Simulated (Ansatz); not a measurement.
Base system: BP in the zinc blende structure (space group F-43m, No. 216; a = 4.520 Å). Axes: x, y, z lie along the cube axes.

Now apply this change: biaxial strain −1.00 %, plane normal [001], relaxed out of plane (Cartesian); in-plane vectors clamped, the third vector and the atoms free.

Level of theory: DFT with PBEsol, PAW potentials and a 420 eV plane-wave cutoff in Ansatz (an electronic-structure program), no spin-orbit coupling.

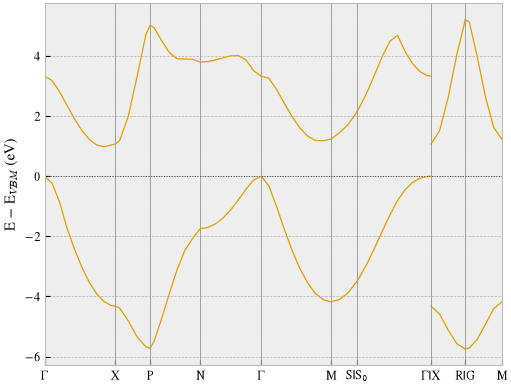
*Highest valence and lowest conduction band along the path of the changed cell's own zone*

Problem. Read the changed gap and its character from the plot.

Solution. About 1.0 eV, indirect, Γ → Γ–X (84 % along).

Stability against distortions was not tested. k-point labels follow each cell's own Brillouin zone.
